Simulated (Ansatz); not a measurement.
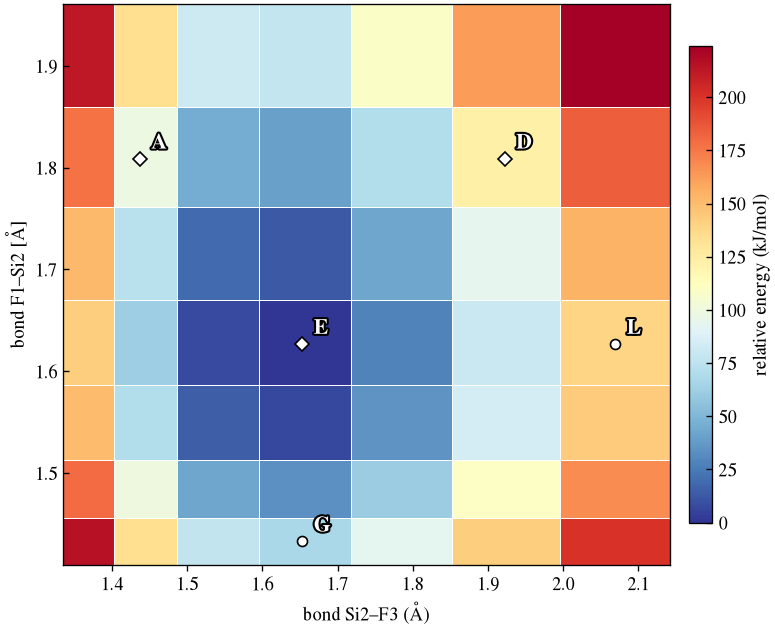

F₂HSi, SMILES F[SiH]F, spin multiplicity 2. Two internal coordinates are moved rigidly from the geometry relaxed at PBE0-D4/def2-TZVP, all others fixed. The first coordinate is: bond Si2–F3; the second: bond F1–Si2. The grid has 7 × 7 points. Points are written as (first, second). All energies are given in kJ/mol relative to the lowest grid point. The calculation used UKS PBE-D4/def2-TZVPP in Ansatz.

Drawn: one coloured cell a grid point, lettered points.

**What kind of point is each of A, D, E: minimum, saddle, maximum or slope?**

A: on a slope; D: on a slope; E: minimum. (In these two coordinates alone; a stationary point may lie a little off the grid point.)

**Rank the lettered points by energy, lowest first.**

E (0 kJ/mol), G (67 kJ/mol), A (98 kJ/mol), D (123 kJ/mol), L (140 kJ/mol).
